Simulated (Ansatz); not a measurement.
A series of calculations on BNH₆O

## 1. Relaxation

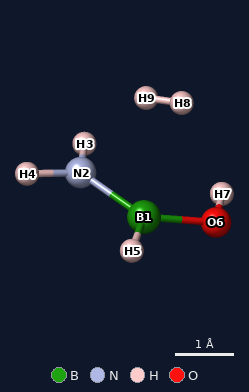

Starting structure of BNH6O. Style: ball-and-stick. Shown from a free direction.

The run prepares an end point of a later path (reaction) calculation, from a guessed geometry.

All numbers below come from Ansatz 0.2.0, RKS B3LYP-D4/6-31G*.

Input file:
```yaml
crystal:
  periodic: [false, false, false]
  atoms:
    - { symbol: B, position_ang: [0.080604, -0.217382, 0.219003] }
    - { symbol: "N", position_ang: [0.010837, -0.312378, 1.693817] }
    - { symbol: H, position_ang: [-0.824722, -0.526438, 2.21982] }
    - { symbol: H, position_ang: [0.842878, -0.26364, 2.261033] }
    - { symbol: H, position_ang: [1.137763, 0.001889, -0.291873] }
    - { symbol: O, position_ang: [-0.99826, -0.383136, -0.603065] }
    - { symbol: H, position_ang: [-1.820195, -0.560784, -0.122475] }
    - { symbol: H, position_ang: [-0.405691, 2.130927, 0.39172] }
    - { symbol: H, position_ang: [-0.284415, 1.839741, 1.02592] }
basis:
  gaussian: { orbitals: "6-31G*" }
hamiltonian:
  xc: b3lyp
  dispersion: d4
relax:
  f_tol: 0.03
  max_steps: 50
```

Launched with:
```bash
ansatz run input.yaml --threads 1 --pin off --max-ram 2048MiB --backend cpu --events-out ev --progress --plain --runs-dir out
```

What does the optimiser find from here?

The energy falls by 0.359 eV in 16 accepted moves (18 points after the start). The largest force component goes from 2 to 0.016 eV/Å. The line search rejected the trial steps at points 5, 8 of the run. The atom that moves furthest after the best rigid fit is H8 (1.39 Å). By element the largest moves are H 1.39 Å, O 0.62 Å, B 0.48 Å, N 0.24 Å. Among the contacts that change: B1–N2 1.480 → 1.413 Å, H8–H9 0.708 → 0.744 Å, B1–O6 1.366 → 1.373 Å. Cost: 14 s on 1 thread of AMD EPYC 9R45 96-Core Processor (Zen 5), on a shared host, peak memory 0.15 GiB.

History of the run:

```csv
step,"E − E(0), eV","largest force component, eV/Å",note
0,0.0000,2.0222,
1,-0.2140,1.0161,
2,-0.2935,0.2603,
3,-0.3248,0.1826,
4,-0.3359,0.2312,
5,-0.3343,0.3813,rejected
6,-0.3376,0.0556,
7,-0.3424,0.0454,
8,-0.3329,0.8800,rejected
9,-0.3456,0.0442,
10,-0.3474,0.2181,
11,-0.3494,0.3603,
12,-0.3526,0.2310,
13,-0.3557,0.1452,
14,-0.3572,0.0814,
15,-0.3585,0.0556,
16,-0.3589,0.0672,
17,-0.3590,0.0414,
18,-0.3591,0.0163,
```

The structure at the end:

```xyz
9

B     0.1246   -0.6798    0.1078
N     0.0101   -0.2789    1.4580
H    -0.8560   -0.2069    1.9758
H     0.8242   -0.0655    2.0151
H     1.2101   -0.7502   -0.3891
O    -0.9427   -0.9989   -0.6942
H    -1.7963   -0.9188   -0.2430
H    -0.4912    3.1674    1.3117
H    -0.3439    2.4404    1.2518
```

The end point in the same view:

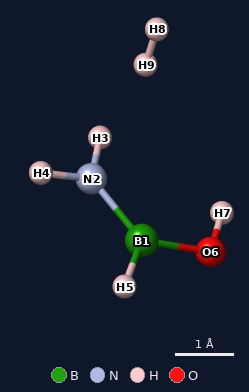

Limits of the set-up: the start holds two separate molecules, 2.2 Å apart at their closest, whose relative position is a soft coordinate.

## 2. Relaxation

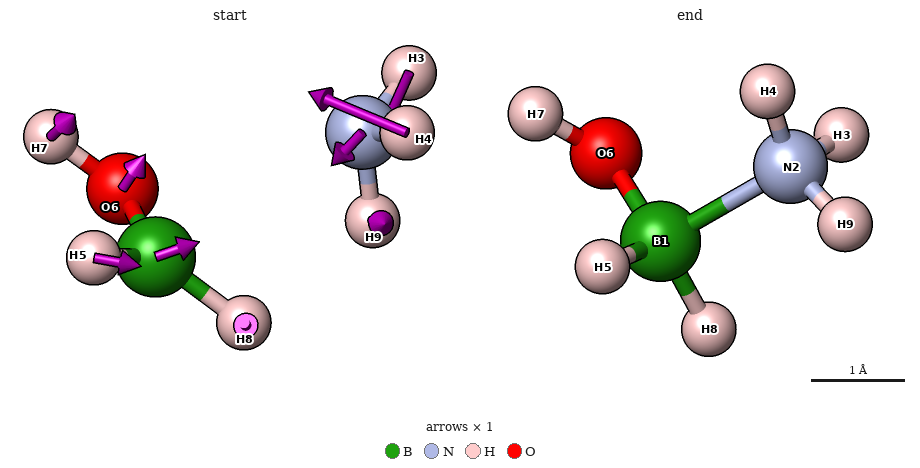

The structure of BNH$_{6}$O before (left) and after (right) a relaxation, at one scale. The purple arrows give the displacements, at their true length.

The picture is a ball-and-stick view, seen at a tilt.

The run prepares an end point of a later path (reaction) calculation, from a guessed geometry.

Theory: Ansatz 0.2.0, RKS B3LYP-D4/6-31G*.

The input:
```yaml
crystal:
  periodic: [false, false, false]
  atoms:
    - { symbol: B, position_ang: [-0.187351, 0.374255, -0.463953] }
    - { symbol: "N", position_ang: [0.044717, 0.095191, 2.258452] }
    - { symbol: H, position_ang: [-0.778491, -0.030389, 2.843801] }
    - { symbol: H, position_ang: [0.859626, 0.087403, 2.869569] }
    - { symbol: H, position_ang: [0.79127, -0.208303, -0.832902] }
    - { symbol: O, position_ang: [-1.436924, -0.113564, -0.687755] }
    - { symbol: H, position_ang: [-1.406703, -1.002619, -1.076393] }
    - { symbol: H, position_ang: [-0.130289, 1.459729, 0.030146] }
    - { symbol: H, position_ang: [-0.017057, 1.047096, 1.852935] }
basis:
  gaussian: { orbitals: "6-31G*" }
hamiltonian:
  xc: b3lyp
  dispersion: d4
relax:
  f_tol: 0.03
  max_steps: 50
output:
  orbitals: {}
```

Launched with:
```bash
ansatz run input.yaml --threads 1 --pin off --max-ram 2048MiB --backend cpu --events-out ev --progress --plain --runs-dir out
```

Question: Summarise the run.

Answer: After 17 geometry steps the energy has fallen by 46.1 kJ/mol. Largest force component: 0.72 eV/Å at the start, 0.013 eV/Å at the end. The largest move after the best rigid fit is that of H4, 1.28 Å. By element the largest moves are H 1.28 Å, N 0.55 Å, B 0.51 Å, O 0.51 Å. Among the contacts that change: B1–N2 2.746 → 1.735 Å, B1–O6 1.360 → 1.432 Å, B1–H5 1.197 → 1.218 Å, B1–H8 1.194 → 1.214 Å. New bonds form, among them: B1–N2 (2.75 → 1.73 Å). Among the angles between lasting bonds that change: H5–B1–H8 122.1° → 115.2°, H5–B1–O6 121.7° → 117.3°, O6–B1–H8 116.0° → 113.8°. Cost: 14 s on 1 thread of AMD EPYC 9R45 96-Core Processor (Zen 5) (shared host), peak memory 0.15 GiB.

## 3. Path

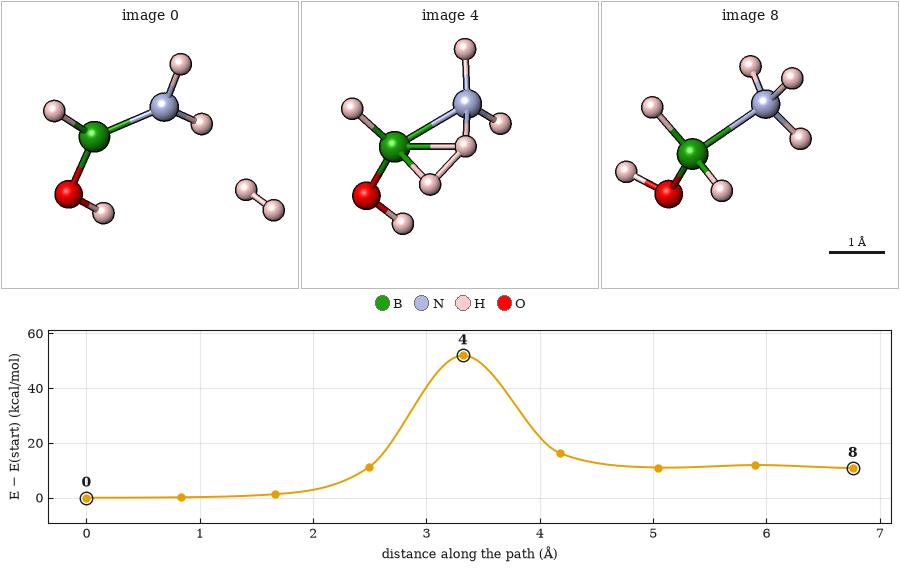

A nudged-elastic-band calculation for BNH$_{6}$O, made up at the start of BNH₄O and H2. Images are numbered from 0 (start) to 8 (end). The picture is a ball-and-stick view, seen at a tilt.

Method: Ansatz, RKS B3LYP-D4/6-31G*. Run with 7 movable images; climbing image; force threshold 0.05 eV/Å; iteration limit 60; starting path through a guess of the saddle point.

> Describe the mechanism and the energy profile.

The path has more than one stage, and so few images may leave a stage unresolved. Breaking: H–H (0.74 → 2.54 Å). Forming: B–H (4.08 → 1.21 Å), H–N (2.75 → 1.02 Å). The energy climbs by 52.0 kcal/mol to image 4 and then falls by 41.1 kcal/mol, so the end point sits at +10.8 kcal/mol. The band converged in 33 iterations. The largest component of the band force went from 15 to 0.023 eV/Å. The climbing image converged on the top of the path. Its vibrational analysis gives one imaginary mode (1588i cm⁻¹), as a transition state must have.

Limits of the set-up: the start holds two separate molecules, 2.8 Å apart at their closest, whose relative position is a soft coordinate.
